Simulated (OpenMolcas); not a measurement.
## CH4OZn: a line through the functionals

CH4OZn has 7 atoms, charge 0, and is taken as a singlet. As SMILES, `[CH3][Zn][OH]`. Geometry: relaxed at PBE0-D4/def2-TZVP.

The electronic atomisation energy y, in eV, basis cc-pVDZ; a is the functional's share of exact exchange. Programs: OpenMolcas 26.06.

```
functional     program     a  y (eV)
      BLYP  OpenMolcas     0   22.47
      TPSS  OpenMolcas     0   23.00
     B3LYP  OpenMolcas   0.2   22.50
      PBE0  OpenMolcas  0.25       ?
     BHLYP  OpenMolcas   0.5   21.77
```

Problem. Fit y = c + s·a to the known rows and predict PBE0.

Solution. 
1. Means of the 4 rows: a = 0.1750, y = 22.435.
2. Σ(Δa)² = 0.1675, Σ(Δa·Δy) = -0.3195, so the slope is -0.3195/0.1675 = -1.9075.
3. Intercept: 22.435 − (-1.9075) × 0.1750 = 22.769. The largest residual of the fit is 0.30.
4. PBE0: 22.769 + (-1.9075) × 0.25 = 22.29 eV.

The run gave 22.70 eV, so the prediction is off by -0.41 eV, more than the largest residual. The rows mix families of semi-local functionals, which the line can't see.

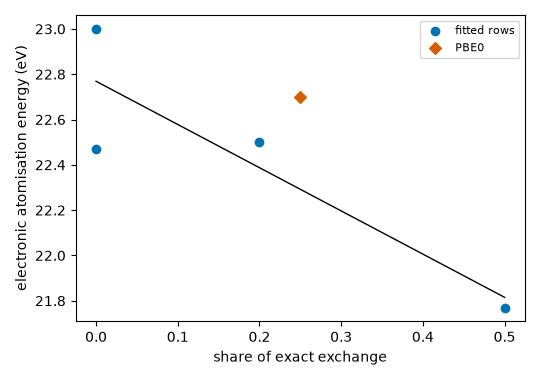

The fitted line, with the withheld row.
